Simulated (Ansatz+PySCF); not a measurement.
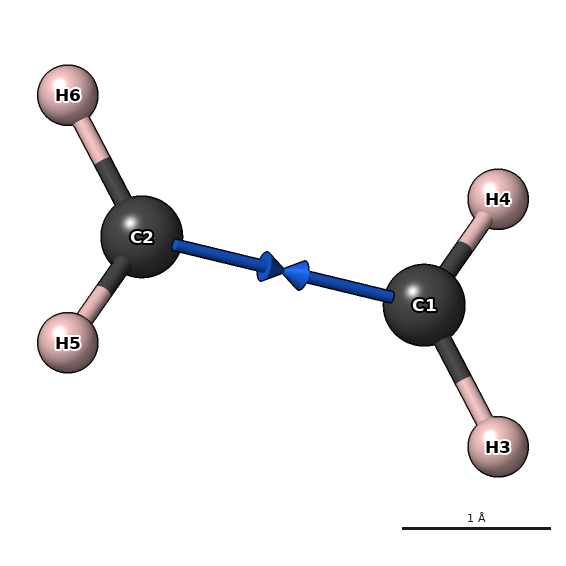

Figure made from data computed with Ansatz+PySCF.

Arrows show the forces on the atoms, 0.1 Å of arrow for 1 eV/Å; forces under a tenth of the largest aren't drawn. Level of theory: R-PBE0/STO-3G (Ansatz).

List the force components in the frame of the picture (x right, y up, z towards the viewer), in eV/Å.

```json
{"atom": "C1", "Fx": "−7.69", "Fy": "1.86", "Fz": "3.88"}
{"atom": "C2", "Fx": "7.69", "Fy": "−1.86", "Fz": "−3.88"}
{"atom": "H3", "Fx": "−0.37", "Fy": "−0.36", "Fz": "0.40"}
{"atom": "H4", "Fx": "−0.37", "Fy": "0.54", "Fz": "−0.03"}
{"atom": "H5", "Fx": "0.37", "Fy": "−0.54", "Fz": "0.03"}
{"atom": "H6", "Fx": "0.37", "Fy": "0.36", "Fz": "−0.40"}
```
